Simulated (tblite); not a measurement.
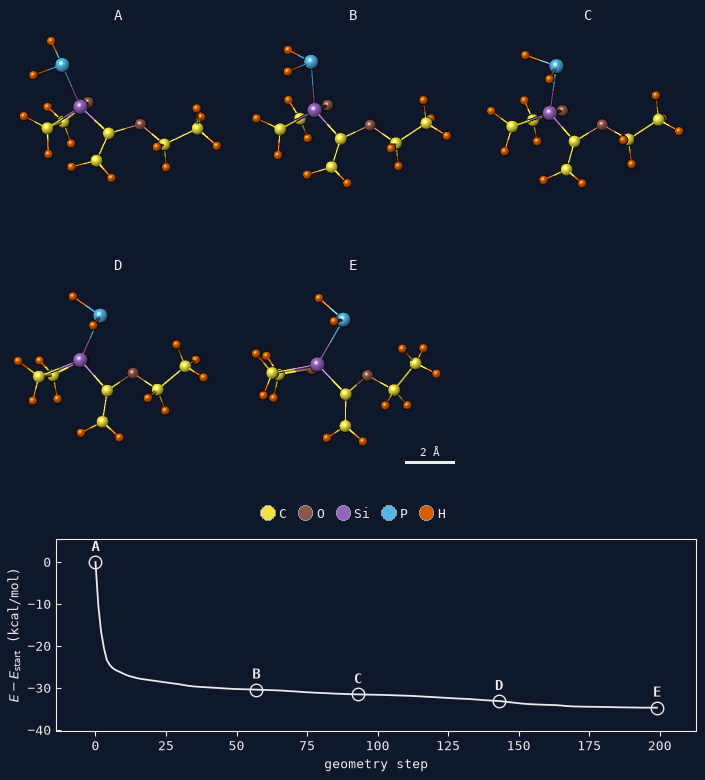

Frames of a relaxation of C6H13O2PSi, marked on the history of the run. The picture is a ball-and-stick view, seen at a tilt.

Method: tblite 0.8.0, GFN2-xTB geometry optimisation, gas phase. 

What happens along the run?

Answer. Over 199 geometry steps the energy falls by 34.7 kcal/mol. An H atom moves most after the best rigid fit: 2.75 Å. Largest moves by element: H 2.75 Å, P 2.11 Å, C 1.27 Å, O 0.88 Å, Si 0.50 Å. Some distances before and after: H–P 1.478 → 1.390 Å, H–P 1.459 → 1.380 Å, C–Si 1.853 → 1.920 Å, C–Si 1.836 → 1.897 Å. Among the angles between lasting bonds that change: C–Si–P 117.8° → 97.4°, P–Si–C 110.6° → 129.7°, O–C–Si 119.3° → 104.6°. Groups turn about C–Si by about 70°. From step 0 to 57: an H atom moves most (0.83 Å), energy −30.4 kcal/mol. From step 57 to 93: an H atom moves most (1.16 Å), energy −1.13 kcal/mol. From step 93 to 143: an H atom moves most (0.93 Å), energy −1.59 kcal/mol. From step 143 to 199: an H atom moves most (0.90 Å), energy −1.58 kcal/mol.
